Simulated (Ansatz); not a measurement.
**ClFGaH3: density, localisation and related maps**

Input file:

```
crystal:
  periodic: [false, false, false]
  atoms:
    - { symbol: Ga, position_ang: [-0.824958, -0.782486, 0.105205] }
    - { symbol: Cl, position_ang: [1.576044, 1.518937, -1.096598] }
    - { symbol: H, position_ang: [-0.1586, -2.124551, -0.312114] }
    - { symbol: H, position_ang: [-2.144888, -0.044581, -0.257858] }
    - { symbol: H, position_ang: [1.439114, 1.356482, 0.201763] }
    - { symbol: F, position_ang: [0.113389, 0.076198, 1.359502] }
basis:
  gaussian: { orbitals: def2-mTZVP }
hamiltonian:
  xc: pbe0
  dispersion: d4
relax:
  f_tol: 0.03
  max_steps: 50
output:
  orbitals: {}
```

Launched as:

```sh
ansatz run input.yaml --threads 2 --pin off --max-ram 3072MiB --backend cpu --events-out ev --progress --plain --runs-dir out
```

The fields are those of the run's last geometry, not of the input's.

Computed with RKS PBE0-D4/def2-mTZVP in Ansatz.

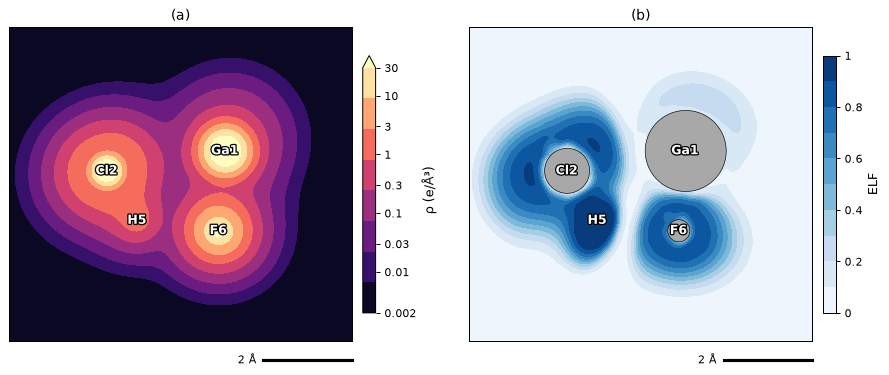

Figure 1. (a) electron density; (b) ELF on the plane of atoms Cl2, Ga1 and F6. Grey discs cover the atomic cores in the ELF map.

> What do the fields say about this system?

The section cuts through Ga, Cl, H and F sites.
Ga–F (1.81 Å): ρ at the midpoint is about 0.76 e/Å³; the ELF peaks at about 0.85 in the valence shell of F, 0.5 Å from its nucleus, and is about 0.20 at the midpoint.
Ga–Cl (2.72 Å): the density is about 0.21 e/Å³ at the midpoint, with its minimum of 0.18 e/Å³ about 1.2 Å from Ga; the ELF peaks at about 0.85 in the valence shell of Cl, 0.9 Å from its nucleus, and is about 0.25 at the midpoint.
Cl–H (1.32 Å): ρ at the midpoint is about 1.8 e/Å³; the ELF climbs to about 1 towards the hydrogen, as it does in any bond to H; a covalent bond by its length.
The ELF also peaks beside F6 and Cl2, away from the bonds: lone-pair regions.

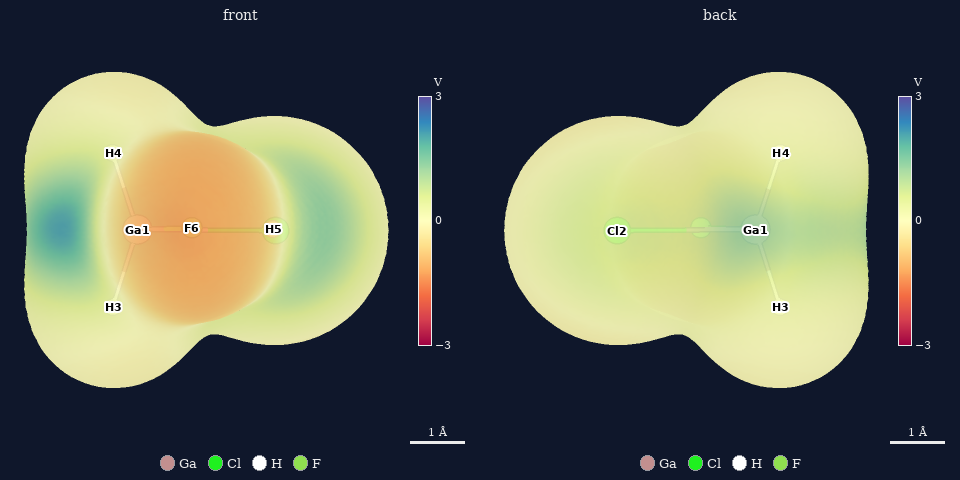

Figure 2. The electrostatic potential painted on the density surface at 0.001 e/bohr³, seen from the front and from behind; red is negative and blue positive.

> Which sites attract a positive test charge, and which a negative one?

A positive charge is drawn to the negative regions and a negative charge to the positive ones. The most negative region (about −1.3 V) lies over F6, the most positive (about +2.0 V) over Ga1.

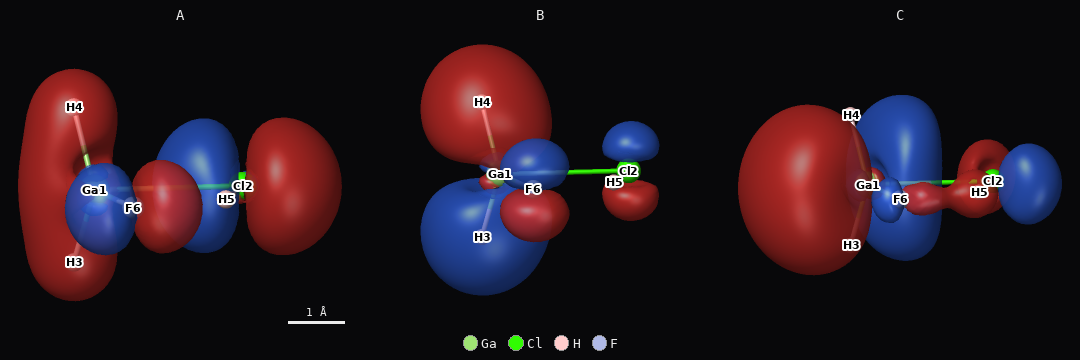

Figure 3. Three frontier orbitals at ±0.08 Å⁻³ᐟ² (red and blue are the two phases), in no order.

> Order the three orbitals by energy and name them.

A is the HOMO−1 (−10.06 eV). By Hirshfeld shares it lies mainly on Cl2 (about 55 %), F6 (about 20 %) and Ga1 (about 10 %); largely a combination of lone pairs on Cl2 and F6. B is the HOMO (−8.89 eV). Its weight (Hirshfeld) is mainly on Ga1 (about 35 %), H3 (about 25 %), H4 (about 25 %) and F6 (about 10 %). C is the LUMO (−0.93 eV). By Hirshfeld shares it lies mainly on Ga1 (about 70 %) and Cl2 (about 10 %).

> What is the HOMO–LUMO gap?

7.96 eV between the orbital energies.

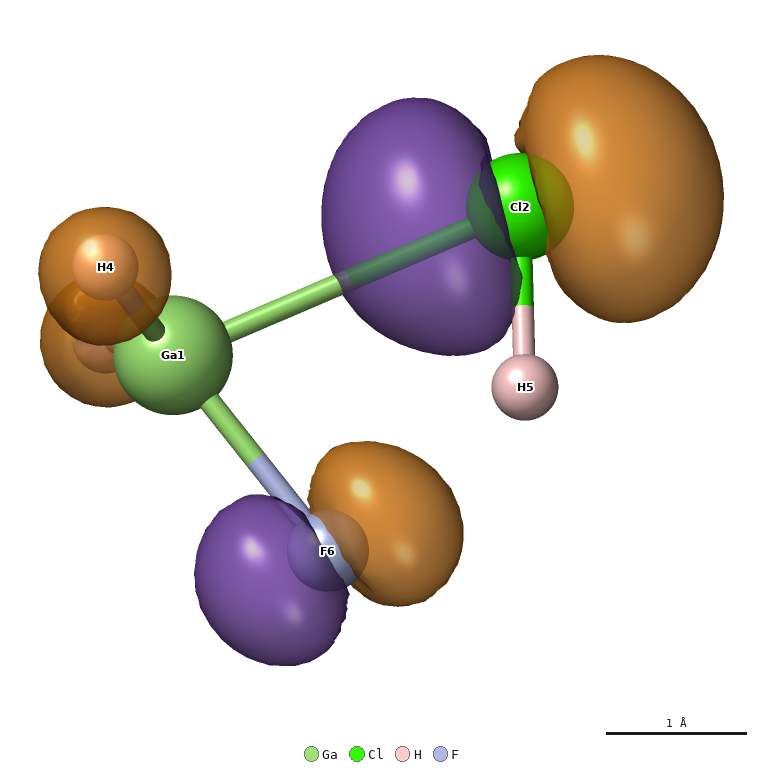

Figure 4. The HOMO−1 at ±0.15 Å⁻³ᐟ² (orange and purple are the two phases), seen from one side.

> What is the character of this orbital?

Its weight (Hirshfeld) is mainly on Cl2 (about 55 %), F6 (about 20 %) and Ga1 (about 10 %); largely a combination of lone pairs on Cl2 and F6. Its energy is −10.06 eV.
